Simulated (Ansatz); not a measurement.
# FH4SbSi: the cost of one run

All numbers are computed with the Python package of Ansatz 0.2.0. Level of theory: B3LYP/def2-SVP.

### 1 Starting point

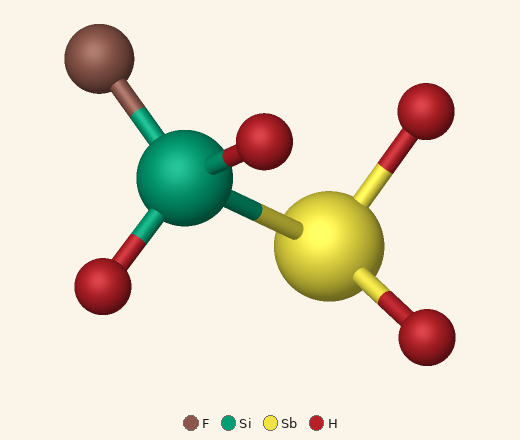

The structure that the script starts from, seen from a chosen angle (fluorine brown, silicon teal, antimony yellow, hydrogen red).

The script holds or builds the structure itself.

### 2 The code

scan.py reads:

```python
"""Stretching a bond of FH4SbSi, the rest held rigid."""

import ansatz as az
import numpy as np

BASIS = "def2-SVP"
XC = "b3lyp"

GEOMETRY = """
F    -2.15070    0.54330    0.02690
Si   -0.75950   -0.06930   -0.56120
Sb    1.15190    0.97130    0.65410
H    -0.67930   -1.50940   -0.34190
H    -0.62770    0.20360   -2.01660
H     0.81720    0.06020    2.11850
H     2.30940   -0.26770    0.07450
"""


def main() -> None:
    geometry = az.Crystal.molecule()
    for line in GEOMETRY.strip().splitlines():
        symbol, *xyz = line.split()
        geometry = geometry.atom(symbol, [float(v) for v in xyz])

    symbols = [site.symbol for site in geometry.cartesian_sites]
    start = np.array([site.position_ang for site in geometry.cartesian_sites])
    axis = (start[5] - start[2]) / np.linalg.norm(start[5] - start[2])
    moving = [5]
    lengths, energies = [1.546, 1.616, 1.687, 1.757, 1.827, 1.897, 1.968, 2.073], []
    for length in lengths:
        xyz = start.copy()
        xyz[moving] += (length - np.linalg.norm(start[5] - start[2])) * axis
        point = az.Crystal.molecule()
        for symbol, place in zip(symbols, xyz):
            point = point.atom(symbol, place.tolist())
        calculation = point.calculation().basis(gaussian=BASIS).functional(XC)
        rep = calculation.run(threads=1).report
        energies.append(rep["free_energy_ev"])
        print(f"r = {length:6.3f} A  E = {energies[-1]:.5f} eV  <S^2> = {abs(rep['mean_field']['state']['spin_squared']):.3f}")

    # quartic fit about the minimum
    fit = np.polynomial.Polynomial.fit(lengths, np.array(energies) - min(energies), 4).convert()
    roots = [r.real for r in fit.deriv().roots() if abs(r.imag) < 1e-9 and fit.deriv(2)(r.real) > 0]
    r_e = min(roots, key=lambda r: abs(r - lengths[int(np.argmin(energies))]))
    print(f"minimum of the fit at {r_e:.4f} A, force constant {fit.deriv(2)(r_e):.2f} eV/A^2")


if __name__ == "__main__":
    main()
```

### 3 Launch

Command:

```sh
$ python scan.py
```

Q: Estimate wall time and peak memory on 1 thread of Arm Neoverse V1, shared host.

About 19 s, with a peak of 0.22 GiB.
